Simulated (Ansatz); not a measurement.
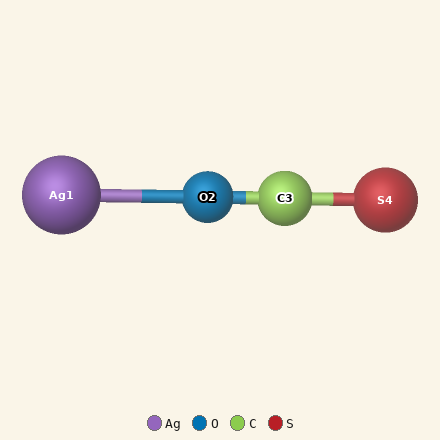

The system is CAgOS, charge +1; the picture shows the reference structure. The first coordinate is: separation of O2 and Ag1 along their line in the relaxed pair; the second: sideways slip of Ag1. Nothing is relaxed (both partners rigid). Grid: 9 × 9 points. Points are written as (first, second). All energies are given in kJ/mol relative to the lowest grid point. All numbers below come from Ansatz 0.2.0, RKS CAM-B3LYP-D4/def2-SVPD.

Its coordinates:

```xyz
4

Ag   -1.4169   -0.8139   -2.0784
O    -0.2239   -0.1283   -0.3250
C     0.4084    0.2346    0.5993
S     1.2324    0.7075    1.8041
```

Range: separation of O2 and Ag1 along their line in the relaxed pair from 1.872 to 4.472 Å; sideways slip of Ag1 from −1.500 to 1.500 Å.

Q: What landscape does the calculation give?

A: The lowest grid point is at (2.246 Å, 0.000 Å). The highest grid point, (4.472 Å, 1.500 Å), lies 82 kJ/mol above the lowest.

```tsv
second ↓, first →	1.872	2.014	2.246	2.531	2.857	3.219	3.610	4.029	4.472
1.500	8	14	26	40	53	64	72	77	82
1.125	3	3	12	29	46	59	69	76	80
0.750	17	3	4	20	39	55	66	74	80
0.375	43	10	1	14	35	53	65	73	79
0.000	58	16	0	13	34	52	64	73	79
−0.375	43	10	1	14	35	53	65	73	79
−0.750	16	3	4	20	39	55	66	74	80
−1.125	3	3	12	29	46	59	69	76	80
−1.500	8	14	26	40	53	64	72	77	82
```

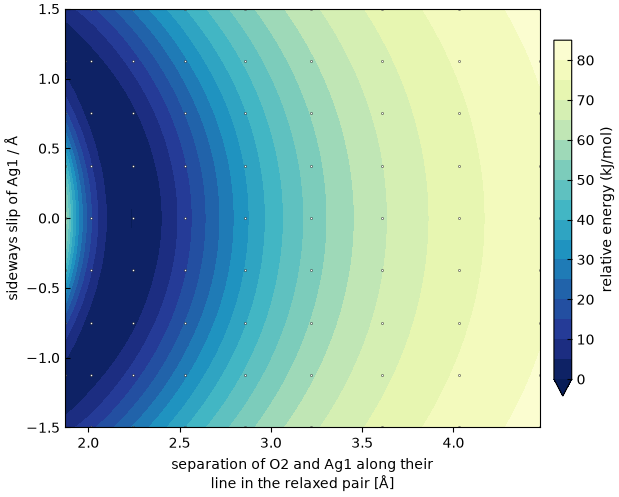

Drawn: filled contours, dots at the grid points. Between grid points the surface is interpolated.

Time for the 81 points that were run: 6.7 min on 1 thread of Arm Neoverse V2 (shared host).
